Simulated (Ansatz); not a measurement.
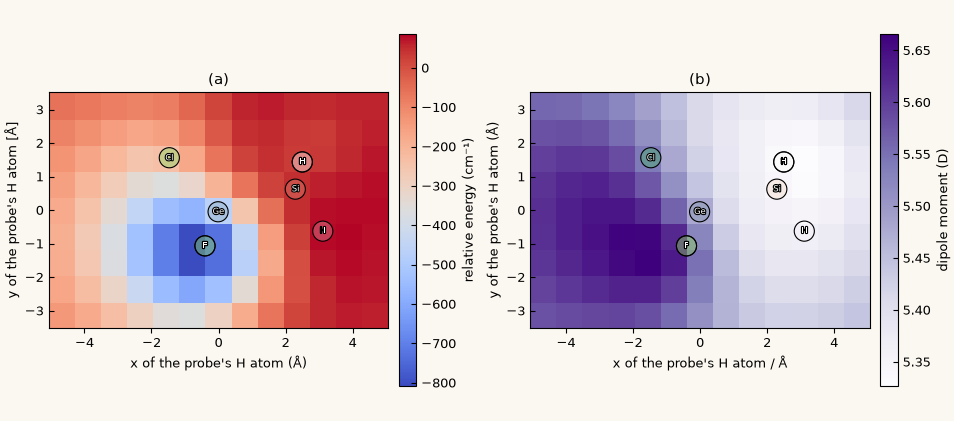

ClF₂GeH₃Si (SMILES [F][Ge]([F])([SiH3])[Cl]) with the probe H2O. The probe is moved over a plane parallel to the molecule's main plane, 3.89 Å above it. First axis: x of the probe's H atom. Second axis: y of the probe's H atom. Nothing is relaxed (molecule and probe rigid, the probe upright with H nearest the plane). The scan uses a 13 × 9 grid. Points are written as (first, second). Energies: cm⁻¹, counted from molecule and probe far apart, each relaxed in its own basis (no counterpoise correction). The calculation used RKS PBE-D4/def2-SVPD (Ansatz).

Panel (a) is the energy; panel (b) is the computed dipole moment, in D.

In the figure: one coloured cell a grid point, labelled circles for the molecule's atoms, projected on the plane.

Q: How does the dipole moment vary over the map, and what is it at the lowest grid point?

A: Leaving out the highest fifth of the energies, it runs from 5.33 D at (3.12 Å, 1.56 Å) to 5.67 D at (−1.56 Å, −1.56 Å). At the lowest grid point, (−0.78 Å, −1.56 Å), it is 5.64 D.
